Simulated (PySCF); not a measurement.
Molecule: SMILES c1([c]([GeH3])cccc1)C#N (C₇H₇GeN). Atoms near the plane z = 1.2 Å, at the GFN2-xTB optimised geometry (x, y, z in Å): N1 (-2.2, -2.7, 0.0), C2 (-1.7, -1.7, 0.0), C3 (-1.0, -0.4, 0.0), C4 (-1.7, 0.8, 0.0), C5 (-1.1, 2.0, 0.0), C6 (0.3, 2.0, 0.0), C7 (1.0, 0.8, 0.0), C8 (0.4, -0.4, 0.0), Ge9 (1.4, -2.1, 0.0), H10 (-2.8, 0.7, 0.0), H11 (-1.6, 2.9, 0.0), H12 (0.8, 2.9, 0.0), H13 (2.1, 0.8, 0.0), H15 (1.0, -2.9, 1.2), H16 (2.8, -1.8, 0.0).

Computed with CAM-B3LYP/def2-TZVP run with PySCF. The values are rescaled to run from 0 to 1.

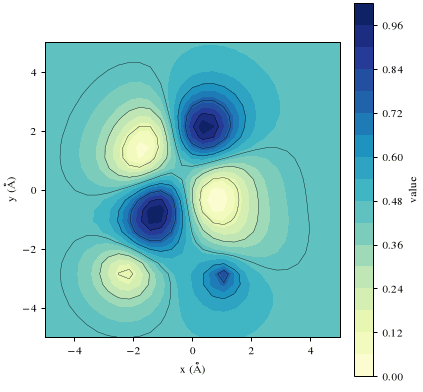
Figure. a field on the plane z = 1.2 Å.

Q: Which quantity is mapped?
A) electron localisation function
B) an orbital amplitude
C) deformation density (molecule minus spherical neutral atoms)
D) Laplacian of the electron density

A: B, an orbital amplitude. In full: LUMO amplitude (bohr^(-3/2)).
